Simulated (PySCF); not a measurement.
# C4H4ClN: the cost of one run

Programs: PySCF 2.14.0, with routines of our own; each step states its level. All values are computed. Atoms count from 0.

## 1. The starting structure

10 atoms, charge 0, multiplicity 1; geometry from: GFN2-xTB.

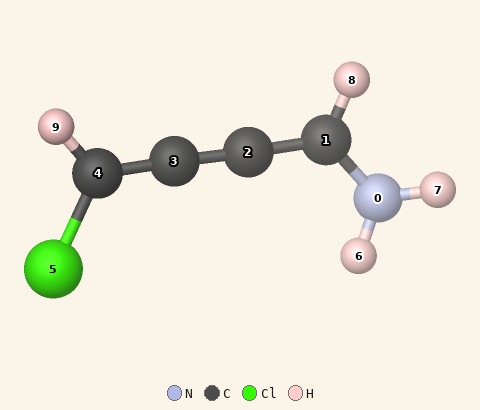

The starting geometry (nitrogen light blue, carbon dark grey, chlorine green, hydrogen pink).

## 2. Relaxing the molecule at PBE0-D3(BJ)/def2-TZVP

The job: settings as JSON, then the geometry in Å.

```
{"job": {"xc": "PBE0", "basis": "def2-TZVP", "d3": "d3bj", "grid": 2, "kind": "geom"}, "charge": 0, "multiplicity": 1}
N     -2.244260     0.423649     0.189755
C     -1.290897    -0.475967     0.600364
C      0.006092    -0.349143     0.375732
C      1.243228    -0.263946     0.189770
C      2.531109    -0.132274    -0.012973
Cl     3.198885     1.292603    -0.756343
H     -1.908361     1.328026    -0.101901
H     -3.119812     0.426842     0.685498
H     -1.673037    -1.372060     1.073111
H      3.265934    -0.873076     0.249513
```

Command:

```sh
> OMP_NUM_THREADS=1 python excited_run.py task.json out
```

One launch serves the whole session: the jobs run in the order shown.

**Question.** How long does this first job take on 1 thread of Intel Xeon Platinum 8259CL at 2.50GHz, shared host, and how much memory does it need?

About 2.4 min, with a peak of 0.87 GiB.
